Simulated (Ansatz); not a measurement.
# One shape, several levels: doublet [C6H4F2]+

Wanted: a comparison of 6 runs (UHF/STO-3G, UHF/3-21G, U-r2SCAN/6-31G*, UCAM-B3LYP/6-31G*, UPBE0/6-31G*, UB3LYP/6-31G*) of doublet [C6H4F2]+. 

The calculation is run with Ansatz 0.2.0.

37 further runs of the same task are left out: 37 set aside as unsound or not needed. Runs told in other sessions of the task aren't counted.

## Step 1: The molecule

The species is [C6H4F2]+ (12 atoms), meant as a doublet with charge +1. As SMILES of the parent species, `Fc1ccc(F)cc1`. The shape is that of a PBE0-D4/def2-TZVP optimisation. That shape belongs to the parent species and isn't relaxed for this state.

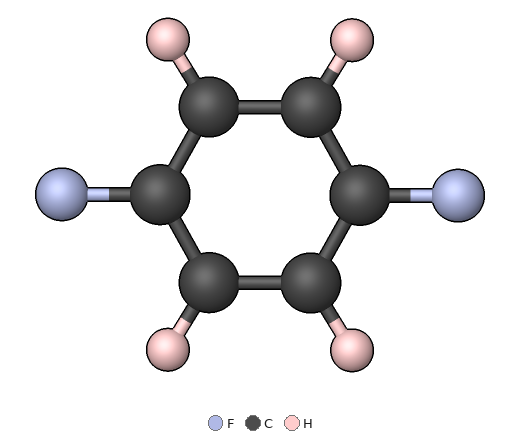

Viewed from a chosen angle; fluorine light blue, carbon dark grey, hydrogen pink.

## Step 2: The energy at UHF/STO-3G (run 1)

input.yaml reads:

```yaml
crystal:
  periodic: [false, false, false]
  atoms:
    - symbol: F
      position_ang: [0.818160, -1.507030, 2.087620]
    - symbol: C
      position_ang: [0.412470, -0.759890, 1.052710]
    - symbol: C
      position_ang: [0.723110, 0.585830, 1.036590]
    - symbol: C
      position_ang: [0.303270, 1.359200, -0.034740]
    - symbol: C
      position_ang: [-0.412610, 0.759910, -1.052630]
    - symbol: F
      position_ang: [-0.818110, 1.507050, -2.087630]
    - symbol: C
      position_ang: [-0.723140, -0.585820, -1.036580]
    - symbol: C
      position_ang: [-0.303280, -1.359200, 0.034760]
    - symbol: H
      position_ang: [1.286400, 1.016540, 1.854700]
    - symbol: H
      position_ang: [0.525830, 2.417480, -0.085970]
    - symbol: H
      position_ang: [-1.286320, -1.016580, -1.854740]
    - symbol: H
      position_ang: [-0.525770, -2.417490, 0.085910]
basis:
  gaussian:
    orbitals: STO-3G
total_charge: 1
magnetization:
  spin_polarized: true
  initial_magnetization: 1
hamiltonian:
  xc: hf
accuracy: high
output: {orbitals: {seedname: orbitals}}
```

The run is started by

```sh
$ ansatz run input.yaml --threads 1 --pin off --max-ram 3480MiB --events-out events.jsonl --progress --plain --runs-dir runs
```

The log of the run:

```text
Warning: RAYON_NUM_THREADS=1 ignored (pool sized by the plan → 1); use --threads N
Functional definition: HF
  name "HF"
  exchange = exact_x
  correlation = 0
983 factors; integrals over basis functions are off by at most 2.6e-8 eV
mean field evaluation 1: about -11493.7852 eV, gradient 2.5e1 eV
mean field evaluation 2: about -11494.1096 eV, gradient 2.5e1 eV
mean field evaluation 4: about -11498.6824 eV, gradient 2.2e0 eV
mean field evaluation 8: about -11498.7663 eV, gradient 1.4e-3 eV
mean field evaluation 16: about -11498.7617 eV, gradient 4.5e-4 eV
mean field evaluation 32: about -11498.7913 eV, gradient 1.1e-5 eV
mean field evaluation 64: about -11489.5540 eV, gradient 1.1e1 eV
mean field evaluation 96: about -11498.8013 eV, gradient 6.7e-8 eV
mean field evaluation 128: about -11498.4150 eV, gradient 2.3e0 eV
mean field evaluation 160: about -11498.7933 eV, gradient 4.8e-2 eV
mean field evaluation 192: about -11496.1236 eV, gradient 1.1e1 eV
mean field evaluation 224: about -11497.9837 eV, gradient 5.5e-3 eV
mean field evaluation 256: about -11498.7617 eV, gradient 7.2e-6 eV
mean field -11498.80129238 eV, -422.5731533275 hartree, gradient 4.7e-8 eV, S^2 1.003299; 9 other end points of the search recorded, 0 dependent functions left out
reference -11498.80129238 eV, -422.5731533275 hartree; 29, 28 occupied and 15, 16 virtual orbitals, 983 factors
Total energy: -11498.80129238 eV, -422.5731533275 hartree
```

Wall time 6.9 s (1 thread of Arm Neoverse V2, shared host); peak memory 0.14 GiB.

## Step 3: A single-point energy at UHF/3-21G (run 2)

Edit input.yaml of step 2 so:

```diff
@@ -1 +1,3 @@
+basis:
+  gaussian: {orbitals: 3-21G.json}
 crystal:
@@ -27,12 +29,6 @@
       position_ang: [-0.525770, -2.417490, 0.085910]
-basis:
-  gaussian:
-    orbitals: STO-3G
+hamiltonian: {xc: hf}
+magnetization: {spin_polarized: true, initial_magnetization: 1}
+output: {orbitals: {seedname: orbitals}}
+accuracy: high
 total_charge: 1
-magnetization:
-  spin_polarized: true
-  initial_magnetization: 1
-hamiltonian:
-  xc: hf
-accuracy: high
-output: {orbitals: {seedname: orbitals}}
```

The basis set 3-21G is read from a file made from the Basis Set Exchange's data (not shown).

The run is started by

```sh
$ ansatz run input.yaml --threads 1 --pin off --max-ram 3480MiB --events-out events.jsonl --progress --plain --runs-dir runs
```

The log of the run:

```text
Warning: RAYON_NUM_THREADS=1 ignored (pool sized by the plan → 1); use --threads N
[... 4 set-up lines as earlier in the session ...]
1911 factors; integrals over basis functions are off by at most 1.5e-8 eV
mean field evaluation 1: about -11581.5350 eV, gradient 2.8e1 eV
mean field evaluation 2: about -11581.5245 eV, gradient 2.8e1 eV
mean field evaluation 4: about -11585.1219 eV, gradient 3.2e0 eV
mean field evaluation 8: about -11585.2191 eV, gradient 2.1e-1 eV
mean field evaluation 16: about -11585.2201 eV, gradient 6.5e-4 eV
mean field evaluation 32: about -11585.2254 eV, gradient 1.5e-4 eV
mean field evaluation 64: about -11585.2253 eV, gradient 2.5e-5 eV
mean field evaluation 96: about -11584.9144 eV, gradient 9.7e-1 eV
mean field evaluation 128: about -11585.2202 eV, gradient 5.0e-3 eV
mean field evaluation 160: about -11585.2201 eV, gradient 1.3e-2 eV
mean field evaluation 192: about -11585.2253 eV, gradient 1.2e-8 eV
mean field evaluation 224: about -11585.2201 eV, gradient 7.7e-5 eV
mean field -11585.22535697 eV, -425.7491791208 hartree, gradient 3.0e-8 eV, S^2 0.820926; 5 other end points of the search recorded, 0 dependent functions left out
reference -11585.22535697 eV, -425.7491791208 hartree; 29, 28 occupied and 51, 52 virtual orbitals, 1911 factors
Total energy: -11585.22535697 eV, -425.7491791208 hartree
```

Wall time 17 s (1 thread of Arm Neoverse V2, shared host); peak memory 0.31 GiB.

Runs 3 to 5 aren't shown in full; the table further down has their settings and results.

## Step 4: The energy at UB3LYP/6-31G(d) (Cartesian functions) (run 6)

in.yaml reads:

```yaml
basis:
  gaussian:
    orbitals: "6-31G*"
crystal:
  periodic: [false, false, false]
  atoms:
    - symbol: F
      position_ang: [0.818160, -1.507030, 2.087620]
    - symbol: C
      position_ang: [0.412470, -0.759890, 1.052710]
    - symbol: C
      position_ang: [0.723110, 0.585830, 1.036590]
    - symbol: C
      position_ang: [0.303270, 1.359200, -0.034740]
    - symbol: C
      position_ang: [-0.412610, 0.759910, -1.052630]
    - symbol: F
      position_ang: [-0.818110, 1.507050, -2.087630]
    - symbol: C
      position_ang: [-0.723140, -0.585820, -1.036580]
    - symbol: C
      position_ang: [-0.303280, -1.359200, 0.034760]
    - symbol: H
      position_ang: [1.286400, 1.016540, 1.854700]
    - symbol: H
      position_ang: [0.525830, 2.417480, -0.085970]
    - symbol: H
      position_ang: [-1.286320, -1.016580, -1.854740]
    - symbol: H
      position_ang: [-0.525770, -2.417490, 0.085910]
total_charge: 1
accuracy: high
output:
  orbitals: {seedname: orbitals}
hamiltonian:
  xc: {name: B3LYP}
magnetization:
  spin_polarized: true
  initial_magnetization: 1
```

The run is started by

```sh
$ ansatz run in.yaml --threads 1 --pin off --max-ram 3480MiB --events-out events.jsonl --progress --plain --runs-dir runs
```

The log of the run:

```text
Warning: RAYON_NUM_THREADS=1 ignored (pool sized by the plan → 1); use --threads N
Functional definition: B3LYP
  name "B3LYP"
  parameter a0 = 0.2
  parameter ax = 0.72
  parameter ac = 0.81
  exchange = (1 - a0 - ax)*slater_x + ax*b88_x + a0*exact_x
  correlation = (1 - ac)*vwn_rpa_c + ac*lyp_c
2969 factors; integrals over basis functions are off by at most 6.1e-9 eV
mean field evaluation 1: about -11704.2544 eV, gradient 4.1e1 eV
mean field evaluation 2: about -11705.2017 eV, gradient 4.0e1 eV
mean field evaluation 4: about -11711.2517 eV, gradient 2.2e0 eV
mean field evaluation 8: about -11711.4306 eV, gradient 2.0e-1 eV
mean field evaluation 16: about -11711.4309 eV, gradient 2.6e-4 eV
mean field evaluation 32: about -11711.2276 eV, gradient 1.1e0 eV
mean field -11711.43087927 eV, -430.3871465203 hartree, gradient 7.7e-8 eV, S^2 0.757284; 2 other end points of the search recorded, 0 dependent functions left out
reference -11711.43091190 eV, -430.3871477195 hartree; 29, 28 occupied and 99, 100 virtual orbitals, 2969 factors
Total energy: -11711.43091190 eV, -430.3871477195 hartree
```

It took 29 s on 1 thread of Arm Neoverse V2, shared host; peak memory 0.77 GiB.

## Step 5: Overview of the runs

| run | level | Cartesian functions | energy (Eh) | HOMO energy (eV) | LUMO energy (eV) | ⟨S²⟩ | wall time |
| --- | --- | --- | --- | --- | --- | --- | --- |
| 1 | UHF/STO-3G | no | -422.573153 | -15.12 | -5.76 | 1.003 | 6.9 s |
| 2 | UHF/3-21G | no | -425.749179 | -16.11 | -7.70 | 0.821 | 17 s |
| 3 | U-r2SCAN/6-31G* (spherical functions) | no | -430.167848 | -12.87 | -11.73 | 0.758 | 53 s |
| 4 | UCAM-B3LYP/6-31G* (spherical functions) | no | -430.199289 | -14.98 | -9.92 | 0.764 | 40 s |
| 5 | UPBE0/6-31G* (spherical functions) | no | -429.922288 | -13.74 | -11.06 | 0.760 | 35 s |
| 6 | UB3LYP/6-31G* (Cartesian functions) | yes | -430.387148 | -13.44 | -11.20 | 0.757 | 29 s |

## Step 6: Summary of results

```
                                 quantity          value
                      run 6: total energy  -430.38715 Eh
run 6: HOMO energy (highest over α and β)      -13.44 eV
 run 6: LUMO energy (lowest over α and β)      -11.20 eV
                              run 6: ⟨S²⟩          0.757
```

In words: Totals of different functionals can't be ranked against each other. In run 1 the basis is minimal, so the values are rough. Spin contamination of the reference: run 1 ⟨S²⟩ = 1.00. All runs together took 3 min, the longest 53 s.
